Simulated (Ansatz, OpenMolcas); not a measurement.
## A ladder of methods for C2F4O (trifluoroacetyl fluoride)

C2F4O, singlet, SMILES `O=C(F)C(F)(F)F`. Each level relaxes the structure for itself.

Each level gives the highest harmonic wavenumber at each level's own minimum (cm⁻¹). The values are calculated.

```
                             level                 kind     program  value (cm⁻¹)
                         HF/STO-3G         Hartree–Fock      Ansatz          2136
                          HF/3-21G         Hartree–Fock  OpenMolcas          2095
   HF/6-31G* (Cartesian functions)         Hartree–Fock      Ansatz          2175
                      PBE/def2-SVP                  GGA      Ansatz          1918
B3LYP/6-31G* (Cartesian functions)        global hybrid      Ansatz          1961
                 PBE0-D4/def2-TZVP        global hybrid      Ansatz          1976
  MP2/6-31G* (Cartesian functions)  perturbation theory      Ansatz          1929
```

Harmonic and unscaled. The values span 1918 to 2175 cm⁻¹.

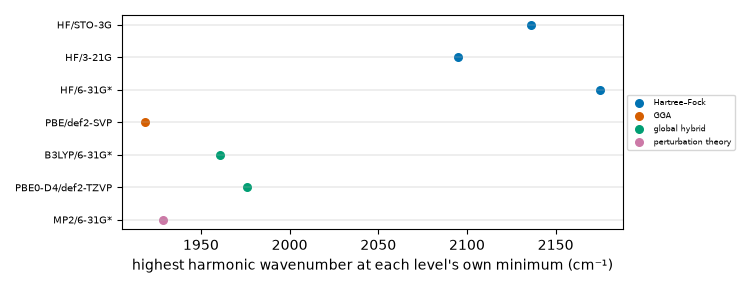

The values of the table, level by level.
